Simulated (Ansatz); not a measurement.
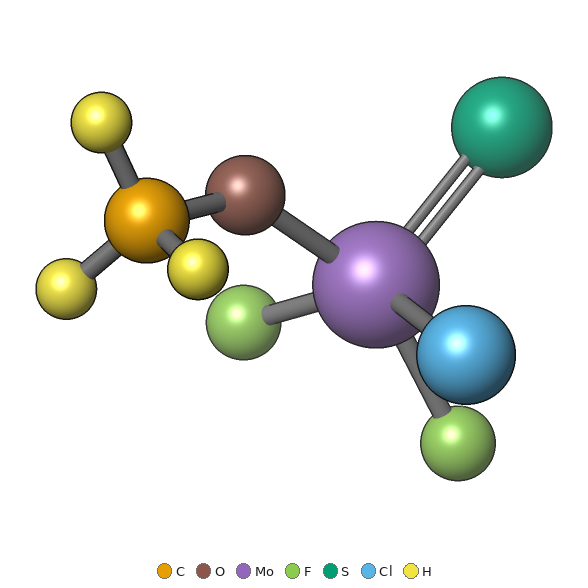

A ball-and-stick model of a molecule.

Charge 0, singlet. Computed geometry: PBE0-D4/def2-TZVP optimisation.

What is the molecular formula?

Answer. CH₃ClF₂MoOS, 10 atoms: 1 carbon, 3 hydrogen, 1 chlorine, 2 fluorine, 1 molybdenum, 1 oxygen and 1 sulfur.

Give a SMILES string for it.

Answer. C[O][Mo]([F])([F])(=[S])[Cl]

More results for the same structure follow; atom numbers are the same in all pictures, views and colours differ.

## Geometry

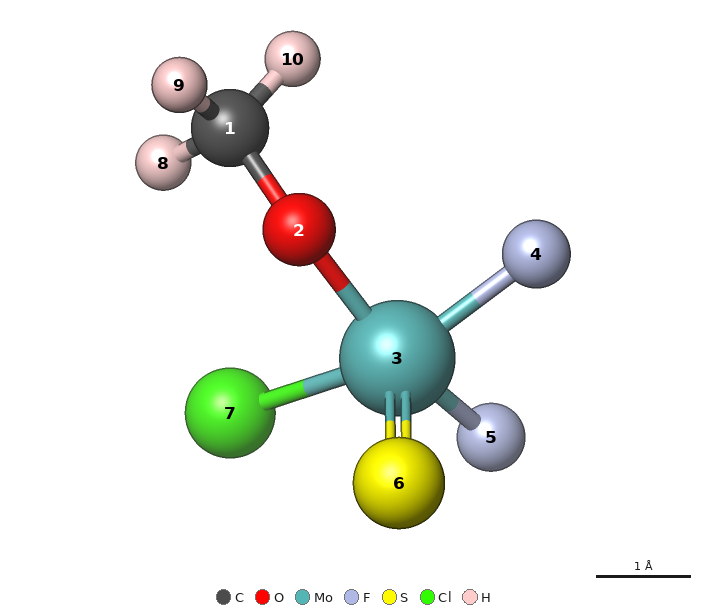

Atoms carry their numbers in the input.

Which atoms are bonded, and how long are the bonds?

| bond | length (Å) |
| --- | --- |
| C1–O2 | 1.397 |
| C1–H8 | 1.096 |
| C1–H9 | 1.091 |
| C1–H10 | 1.094 |
| O2–Mo3 | 1.822 |
| Mo3–F4 | 1.855 |
| Mo3–F5 | 1.845 |
| Mo3–S6 | 2.073 |
| Mo3–Cl7 | 2.300 |

## Dipole moment

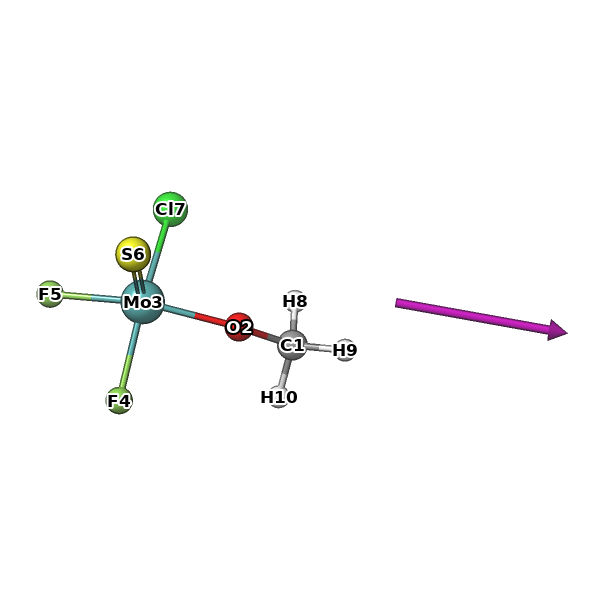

The arrow beside the molecule shows the direction of the dipole moment, from the negative to the positive end (its length means nothing). Level of theory: RKS ωB97M-V/def2-TZVPP, core potentials on Mo (Ansatz 0.2.0).

How large is the dipole moment?

Answer. 3.39 D; it points from the side of F5 to the side of H9 (the outermost atoms at the two ends).

## Charges

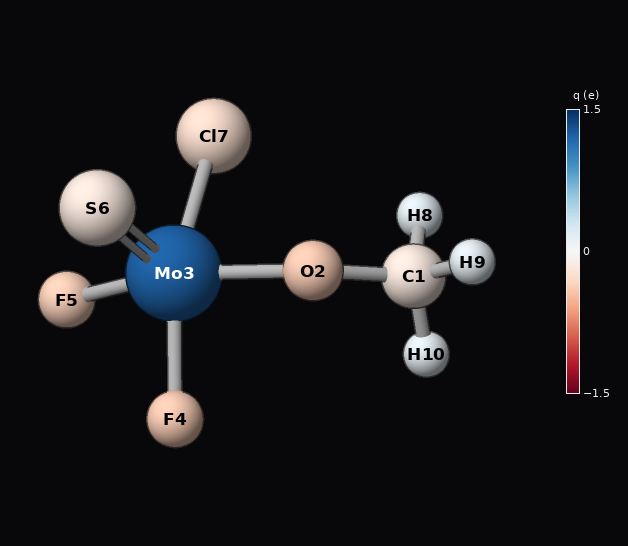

Atoms are coloured by their Mulliken charges. Level of theory: RKS ωB97M-V/def2-TZVPP, core potentials on Mo (Ansatz 0.2.0).

Which atom carries the highest charge (most positive or least negative)?

Answer. Mo3 (1.21 e).

And the lowest?

Answer. O2, F4 (−0.37 e).

List the Mulliken charges.

```
atom  value (e)
  C1      −0.15
  O2      −0.37
 Mo3       1.21
  F4      −0.37
  F5      −0.34
  S6      −0.14
 Cl7      −0.24
  H8       0.13
  H9       0.14
 H10       0.14
```

## Vibrations

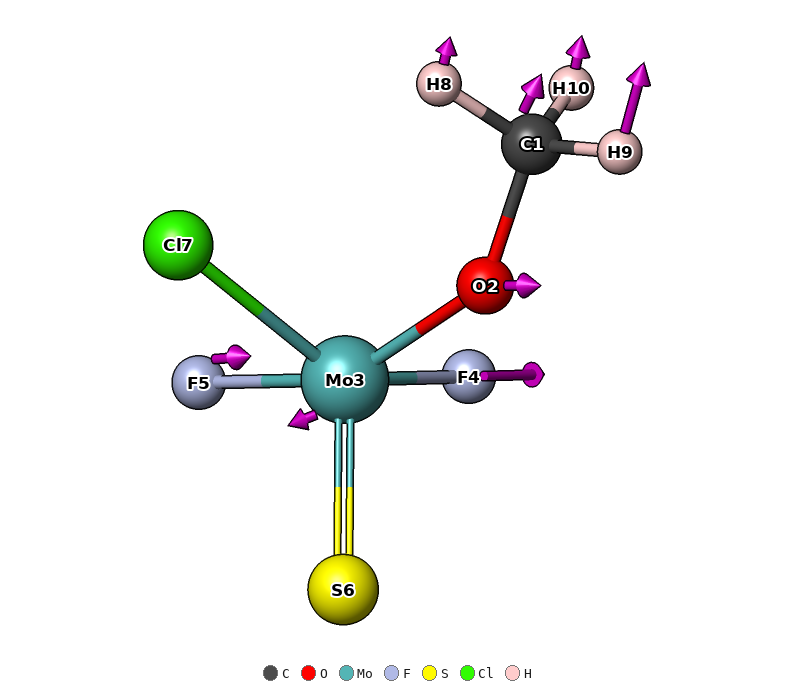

The arrows show one normal mode. Harmonic vibrations computed with RKS PBE0-D4/def2-TZVP, core potentials on Mo (Ansatz 0.2.0) at a stationary point of the same level.

What kind of motion is it?

Answer. Mostly out-of-phase stretching of 2 Mo–F bonds.

At what wavenumber does it lie?

Answer. 659 cm⁻¹; it is mode 14 of 24 counted from the lowest.

Mulliken values depend strongly on the basis set and can even reverse the polarity of a bond.
